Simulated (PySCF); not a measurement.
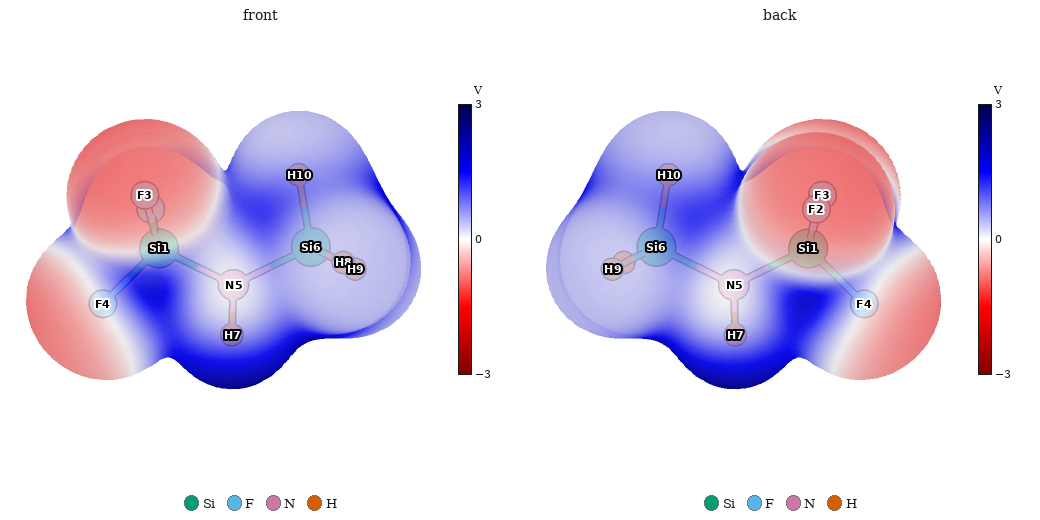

F₃H₄NSi₂. The molecular electrostatic potential painted on the density surface at 0.002 e/bohr³, seen from the front and from behind; the colour scale runs from red (negative) to blue (positive).

Geometry: PBE0-D3(BJ)/def2-SVP.

Theory: PBE0/pcSseg-1, SCF density, gas phase, non-relativistic in PySCF 2.14.0.

```
atom    x (Å)    y (Å)    z (Å)
  Si  -0.3924  -1.0617  -1.0058
   F  -1.2048  -0.2094  -2.0908
   F  -1.5113  -1.8070  -0.1371
   F   0.4666  -2.1621  -1.7888
   N   0.6462  -0.1277  -0.0565
  Si   0.2239   1.1429   1.0771
   H   1.6328  -0.3468  -0.1697
   H   0.6683   0.7955   2.4588
   H   0.8556   2.4370   0.6856
   H  -1.2601   1.2626   1.0317
```

**Where is the surface potential most negative and most positive?**

The most negative region (about −0.8 V) lies over F2 and F3, the most positive (about +2.4 V) over H7.

**What dipole moment does the calculation give?**

Its dipole moment is 2.74 D.
